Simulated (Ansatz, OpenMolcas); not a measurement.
# WO3 (tungsten trioxide): methods side by side

WO3 has 4 atoms, charge 0, and is taken as a singlet. SMILES: `[O]=[W](=[O])=[O]`. Geometry: relaxed at PBE0-D4/def2-TZVP.

```xyz
4

O    -0.2375    0.2652    1.5550
W    -0.3664   -0.2837   -0.0652
O     1.0717   -1.1433   -0.4339
O    -0.4122    1.1015   -1.0763
```

Quantity: the energy change with the W2–O3 bond stretched from 1.716 to 2.230 Å, in eV. The values are calculated.

```tsv
level	kind	program	value (eV)	CPU time (all runs)
SVWN5/def2-SVPD (core potential) (restricted)	LDA	OpenMolcas	2.78	67 s
M06-L/def2-SVPD (core potential) (restricted)	meta-GGA	OpenMolcas	2.71	2.1 min
B3LYP/def2-SVPD (core potential) (restricted)	global hybrid	Ansatz	2.74	22 s
PBE0/def2-SVPD (core potential) (restricted)	global hybrid	OpenMolcas	3.04	1.8 min
CAM-B3LYP/def2-SVPD (core potential) (restricted)	range-separated hybrid	Ansatz	3.10	27 s
MP2/def2-SVPD (core potential) (restricted)	perturbation theory	OpenMolcas	2.59	34 s
CCSD(T)/def2-SVPD (core potential) (restricted)	coupled cluster or CI	Ansatz	2.20	2.9 min
CCSD/def2-SVPD (core potential) (restricted)	coupled cluster or CI	Ansatz	2.64	2.1 min
```

The first shape isn't each level's own minimum. The values span 2.20 to 3.10 eV. The coupled-cluster rows rest on a doubtful reference here (large T1 or Brueckner and Hartree–Fock orbitals at odds), and rows may lie in different states. Times are those of the runs behind each value, whatever else they computed, on shared processors of several kinds: orders of magnitude only.

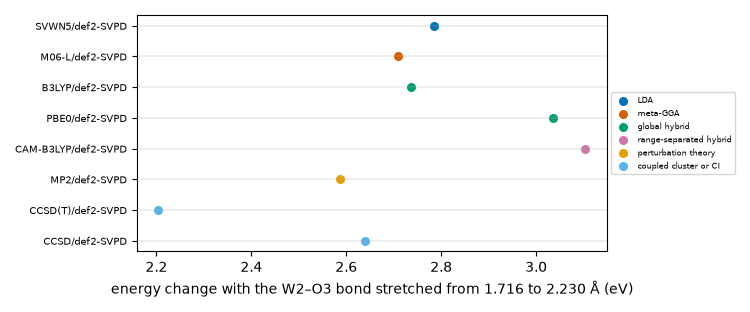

The values of the table, level by level.
